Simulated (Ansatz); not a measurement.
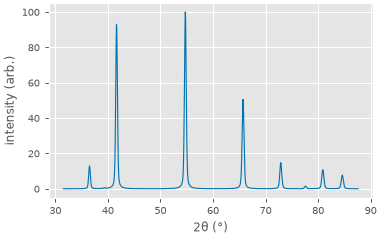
Simulated powder pattern, Fe Kα, λ = 1.93735 Å

The pattern belongs to a structure relaxed with PBEsol in the plane-wave PAW code Ansatz.

Question: Which of these materials gives this?
(A) AlBRu, Cmcm (Al on 4c, B on 4c, Ru on 4c)
(B) AlP, NiAs type
(C) AlCrB, Cmcm (Al on 4c, B on 4c, Cr on 4c)
(D) ScAl3N4, P-6m2 (Pearson symbol hP8)

Answer: B, AlP, NiAs type

Space group P6_3/mmc (NiAs type). The start of the workflow was typed in or built on a structure type; neither database checked (COD, Materials Project) lists it. It is not the phase usual at ambient conditions (space group No. 216). Symmetry was held in the PBEsol relaxation; whether a distortion lowers the energy is not shown.

Potentials: the earlier of the program's two PAW sets. The files were generated under PBE; for other functionals the program regenerates the frozen cores, and for LDA and PBEsol the local potential too.
